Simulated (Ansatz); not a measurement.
Input file:

```
crystal:
  periodic: [false, false, false]
  atoms:
    - { symbol: Zr, position_ang: [0.34802, -0.505812, -0.431937] }
    - { symbol: F, position_ang: [0.084059, 0.144019, 2.667697] }
    - { symbol: Cl, position_ang: [2.139427, 0.274696, -1.727419] }
    - { symbol: F, position_ang: [-0.635787, 1.021991, 0.122088] }
    - { symbol: Cl, position_ang: [-1.114876, -1.793517, -1.7358] }
    - { symbol: "N", position_ang: [1.204229, -1.949464, 0.926729] }
    - { symbol: H, position_ang: [0.850975, -2.9091, 1.026015] }
    - { symbol: H, position_ang: [2.196054, -1.939278, 1.198916] }
    - { symbol: H, position_ang: [0.416699, -0.729135, 2.641012] }
basis:
  gaussian: { orbitals: def2-SVP }
hamiltonian:
  xc: pbe
  dispersion: d4
relax:
  f_tol: 0.03
  max_steps: 50
output:
  orbitals: {}
```

Run with:

```sh
ansatz run input.yaml --threads 4 --pin off --max-ram 5120MiB --backend cpu --events-out ev --progress --plain --runs-dir out
```

The fields are those of the run's last geometry, not of the input's.

Core potentials replace the inner electrons of Zr.

The calculation used Ansatz 0.2.0, RKS PBE-D4/def2-SVP.

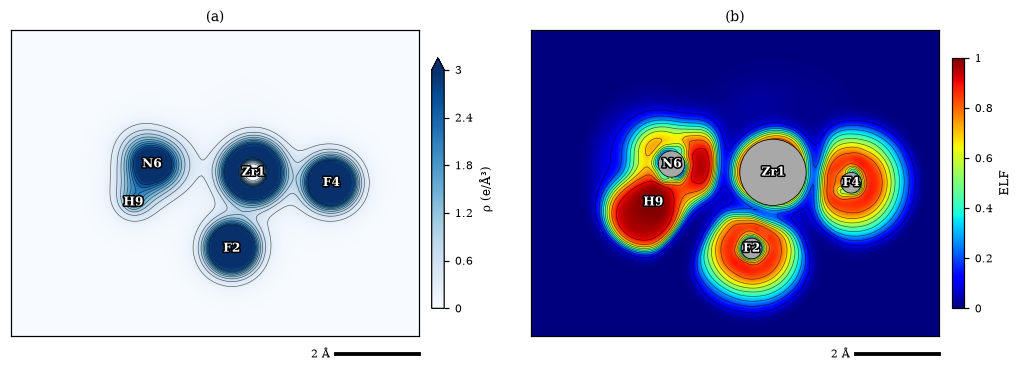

Cl2F2H3NZr. (a) electron density; (b) ELF on the plane of atoms F2, Zr1 and F4. Grey discs cover the atomic cores in the ELF map.

**Describe what can be read from this map.**

Atoms in the plane: Zr, F, N and H.
Zr–F (1.91 Å): ρ is about 0.93 e/Å³ halfway; the ELF peaks at about 0.85 in the valence shell of F, 0.5 Å from its nucleus, and drops to about 0.20 between the two atoms.
Zr–N (2.47 Å): the density is about 0.32 e/Å³ at the midpoint; the ELF peaks at about 0.95 in the valence shell of N, 0.7 Å from its nucleus, and is about 0.15 at the midpoint.
N–H (1.03 Å): ρ at the midpoint is about 2.8 e/Å³; the ELF climbs to about 1 towards the hydrogen, as it does in any bond to H (a covalent bond by its length).
